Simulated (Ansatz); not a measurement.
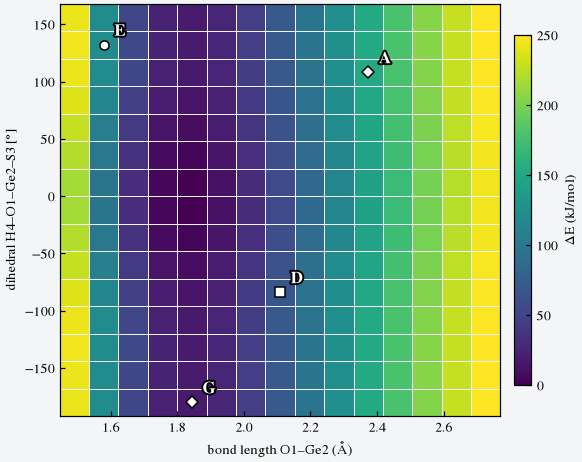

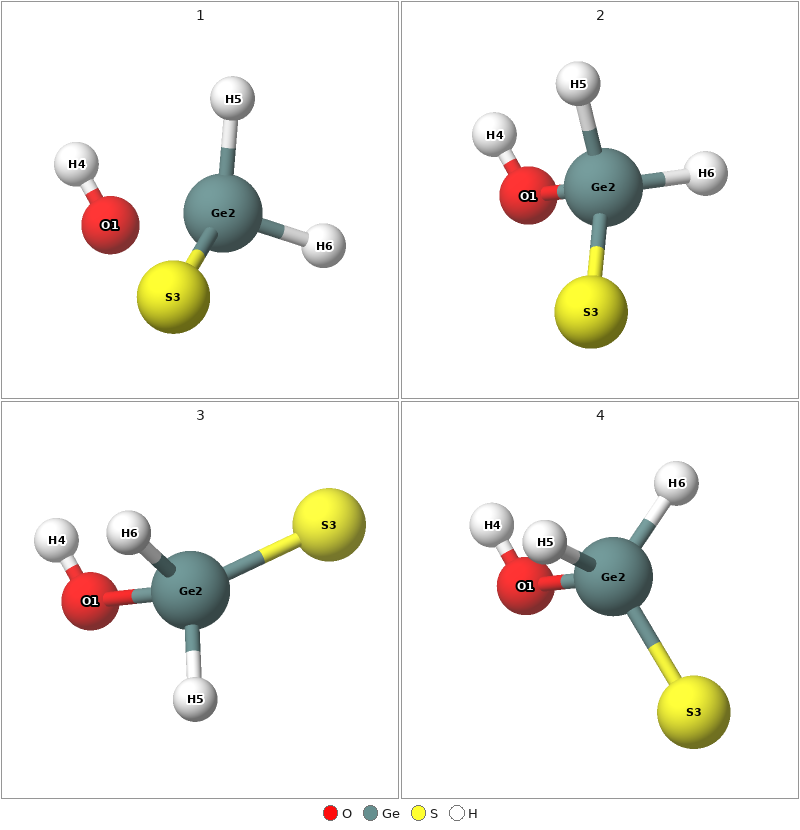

GeH₃OS, SMILES [OH][GeH2][S-], charge −1. Coordinates scanned: (1) bond length O1–Ge2; (2) dihedral H4–O1–Ge2–S3. Nothing is relaxed (all other coordinates rigid). Grid: 15 × 15 points; 120 points were computed and 105 follow by symmetry. Points are written as (first, second). Energies: kJ/mol, counted from the lowest grid point. The reference is spin-restricted, which grows unreliable where a bond is stretched far. Computed with RHF/def2-SVPD in Ansatz.

The picture shows one coloured cell a grid point, lettered points. The numbered pictures are the structures at these points, in random order.

Which structure belongs to which point?

Answer. A is structure 1: (2.374 Å, 108°), 151 kJ/mol; D is structure 3: (2.109 Å, −84°), 67 kJ/mol; E is structure 2: (1.579 Å, 132°), 121 kJ/mol; G is structure 4: (1.844 Å, −180°), 17 kJ/mol.
